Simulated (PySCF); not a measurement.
# S2O (SMILES O=S=S) at B3LYP/STO-6G

What is the vertical ionisation energy of S2O at B3LYP/STO-6G? 

Program for the calculation: PySCF 2.14.0.

8 further runs of the same task are left out: 8 set aside as unsound or not needed.

## 1. The molecule

S2O: 3 atoms, total charge 0, spin state singlet. SMILES: `O=S=S`. The coordinates come from a PBE0-D4/def2-TZVP relaxation.

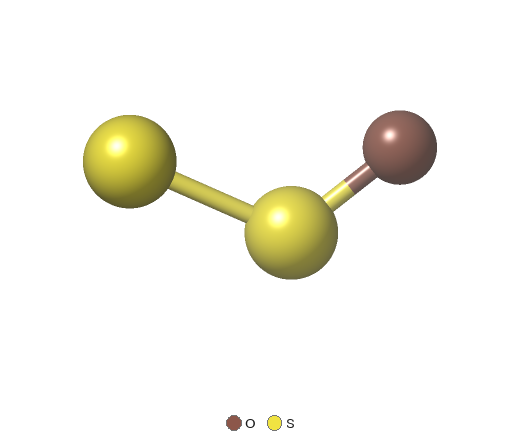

Viewed from a chosen angle; oxygen brown, sulfur yellow.

## 2. A single-point energy at B3LYP/STO-6G

job.py reads:

```python
from pyscf import gto, dft

mol = gto.M(
    atom='''
O    0.451630   1.204020   0.493170
S    0.529120  -0.205510   0.148940
S   -0.980740  -0.998510  -0.642110
''',
    verbose=4,
    max_memory=1860,
    spin=0,
    basis='sto-6g',
    charge=0,
)

ks = dft.RKS(mol)
ks.xc = 'b3lyp'
ks.grids.level = 5
ks.conv_tol = 1e-10
ks.kernel()
if not ks.converged:
    ks = ks.newton().run(ks.mo_coeff, ks.mo_occ)

etot = ks.e_tot
print(f'total energy: {etot:.8f} hartree')
```

On the command line:

```console
$ OMP_NUM_THREADS=1 python job.py
```

The program printed:

```text
PySCF version 2.14.0

[INPUT] num. atoms = 3
[INPUT] num. electrons = 40
[INPUT] charge = 0
[INPUT] spin (= nelec alpha-beta = 2S) = 0
[INPUT] symmetry False subgroup None
[INPUT] Mole.unit = angstrom
[INPUT] Symbol           X                Y                Z      unit          X                Y                Z       unit  Magmom
[INPUT]  1 O      0.451630000000   1.204020000000   0.493170000000 AA    0.853457009637   2.275268048499   0.931956232852 Bohr   0.0
[INPUT]  2 S      0.529120000000  -0.205510000000   0.148940000000 AA    0.999891887030  -0.388357615859   0.281455808993 Bohr   0.0
[INPUT]  3 S     -0.980740000000  -0.998510000000  -0.642110000000 AA   -1.853329999406  -1.886910432639  -1.213412041844 Bohr   0.0

nuclear repulsion = 142.34172430843
number of shells = 13
number of NR pGTOs = 138
number of NR cGTOs = 23
basis = sto-6g
ecp = {}

******** <class 'pyscf.dft.rks.RKS'> ********
method = RKS
initial guess = minao
damping factor = 0
level_shift factor = 0
DIIS = <class 'pyscf.scf.diis.CDIIS'>
diis_start_cycle = 1
diis_space = 8
diis_damp = 0
SCF conv_tol = 1e-10
SCF conv_tol_grad = None
SCF max_cycles = 50
direct_scf = True
direct_scf_tol = 1e-13
XC library pyscf.dft.libxc version 7.0.0
    S. Lehtola, C. Steigemann, M. J.T. Oliveira, and M. A.L. Marques.,  SoftwareX 7, 1–5 (2018)
XC functionals = b3lyp
    P. J. Stephens, F. J. Devlin, C. F. Chabalowski, and M. J. Frisch.,  J. Phys. Chem. 98, 11623 (1994)
radial grids:
    Treutler-Ahlrichs [JCP 102, 346 (1995); DOI:10.1063/1.469408] (M4) radial grids

becke partition: Becke, JCP 88, 2547 (1988); DOI:10.1063/1.454033
pruning grids: <function nwchem_prune>
grids dens level: 5
symmetrized grids: False
atomic radii adjust function: <function treutler_atomic_radii_adjust>
small_rho_cutoff = 0
Set gradient conv threshold to 1e-05
Initial guess from minao.
tot grids = 129080
init E= -868.782390798103
  HOMO = -0.253220725720069  LUMO = -0.147306644428903  gap/eV = 2.88207
cycle= 1 E= -868.112458183679  delta_E= 0.67  |g|= 0.739  |ddm|= 3.08
  HOMO = 0.028921795972882  LUMO = 0.123344833878095  gap/eV = 2.56938
cycle= 2 E= -866.509522962265  delta_E=  1.6  |g|= 2.41  |ddm|= 3.93
  HOMO = -0.042230311001947  LUMO = 0.0188751284591949  gap/eV = 1.66276
cycle= 3 E= -867.880737075157  delta_E= -1.37  |g|= 0.999  |ddm|= 3.79
  HOMO = -0.0981080863568126  LUMO = 0.011083019176268  gap/eV = 2.97124
cycle= 4 E= -868.274709212112  delta_E= -0.394  |g|= 0.441  |ddm|= 2.19
  HOMO = -0.110132937867394  LUMO = 0.00535289344224421  gap/eV = 3.14253
cycle= 5 E= -868.325690577695  delta_E= -0.051  |g|= 0.187  |ddm|= 0.332
  HOMO = -0.109598696952586  LUMO = 0.00322750156350954  gap/eV = 3.07016
cycle= 6 E= -868.337394575675  delta_E= -0.0117  |g|= 0.0108  |ddm|= 0.272
  HOMO = -0.109682322945707  LUMO = 0.00319892485619927  gap/eV = 3.07166
cycle= 7 E= -868.337430777561  delta_E= -3.62e-05  |g|= 0.0023  |ddm|= 0.012
  HOMO = -0.10973277145753  LUMO = 0.0032303147892368  gap/eV = 3.07388
cycle= 8 E= -868.337432642068  delta_E= -1.86e-06  |g|= 0.000318  |ddm|= 0.00292
  HOMO = -0.109742315742493  LUMO = 0.00323556523471169  gap/eV = 3.07428
cycle= 9 E= -868.337432678334  delta_E= -3.63e-08  |g|= 2.83e-06  |ddm|= 0.000476
  HOMO = -0.109741995699383  LUMO = 0.00323572712527148  gap/eV = 3.07428
cycle= 10 E= -868.337432678337  delta_E= -3.18e-12  |g|= 5.11e-07  |ddm|= 6.36e-06
  HOMO = -0.109741899050069  LUMO = 0.00323567003499503  gap/eV = 3.07428
Extra cycle  E= -868.337432678336  delta_E= 1.14e-12  |g|= 1.92e-06  |ddm|= 4e-06
converged SCF energy = -868.337432678336
total energy: -868.33743268 hartree
```

It took 3.6 s on 1 thread of Arm Neoverse V1, shared host; peak memory 0.21 GiB.

## 3. The doublet cation at the same level

job.py reads:

```python
from pyscf import gto, dft

mol = gto.M(
    atom=[
    ('O', (0.451630, 1.204020, 0.493170)),
    ('S', (0.529120, -0.205510, 0.148940)),
    ('S', (-0.980740, -0.998510, -0.642110)),
],
    spin=1,
    basis='sto-6g',
    verbose=3,
    max_memory=1860,
    charge=1,
)

calc0 = dft.UKS(mol, xc='b3lyp')
calc0.conv_tol = 1e-10
calc0.grids.level = 5
calc0.kernel()
if not calc0.converged:
    calc0 = calc0.newton().run(calc0.mo_coeff, calc0.mo_occ)

e_final = calc0.e_tot
print('E = %.10f Eh' % e_final)
```

On the command line:

```console
$ OMP_NUM_THREADS=1 python job.py
```

The program printed:

```text
WARN: HOMO -0.253220725720062 >= LUMO -0.253220725720076

converged SCF energy = -868.093237576774  <S^2> = 0.92973857  2S+1 = 2.1723154
E = -868.0932375768 Eh
```

Run time: 8.4 s. Hardware: 1 thread of Arm Neoverse V1, shared host; peak memory 0.22 GiB.

## 4. What came out

At B3LYP/STO-6G:

| quantity | value |
| --- | --- |
| singlet S2O: total energy | -868.33743 Eh |
| singlet S2O: dipole moment | 1.10 D |
| singlet S2O: HOMO energy | -2.99 eV |
| singlet S2O: LUMO energy | 0.09 eV |
| singlet S2O: HOMO–LUMO gap | 3.07 eV |
| doublet cation: total energy | -868.09324 Eh |
| doublet cation: HOMO energy (highest over α and β) | -13.05 eV |
| doublet cation: LUMO energy (lowest over α and β) | -10.33 eV |
| doublet cation: ⟨S²⟩ | 0.930 |
| vertical ionisation energy (to the doublet cation) | 6.645 eV |

**Reading.** Removing an electron at fixed nuclei costs 6.64 eV (641 kJ/mol). −ε(HOMO) before ionisation, 2.99 eV, is 3.66 eV below this ionisation energy. In a minimal basis such a difference can be off by several eV, whatever the method. Mulliken charges (singlet S2O) run from -0.35 on O1 to +0.47 on S2; they depend strongly on the basis. ⟨S²⟩ (doublet cation) is 0.93 where a pure doublet has 0.75: the reference is spin-contaminated. Mulliken charges (doublet cation) run from -0.14 on O1 to +0.71 on S2.
